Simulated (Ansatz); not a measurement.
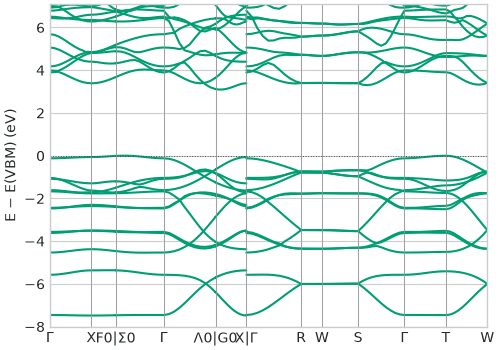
Band structure from PBE (plane waves, PAW; program Ansatz)

The gap is 3.09 eV; an edge lies off the plotted path or next to a special point (maximum off the standard path, minimum on the G0–X line, 16 % of the way from G0).

The material is SiS2 in space group Ibam (No. 72; Si on 4a, S on 8j).

Symmetry was held in the PBE relaxation. The volume lies over 15 % above that of the usual cell of this phase: another minimum, or an error of the functional. A crystal of weakly bound chains computed without a dispersion correction: the cell and the soft elastic constants depend strongly on that.

Potentials: the earlier of the program's two PAW sets.
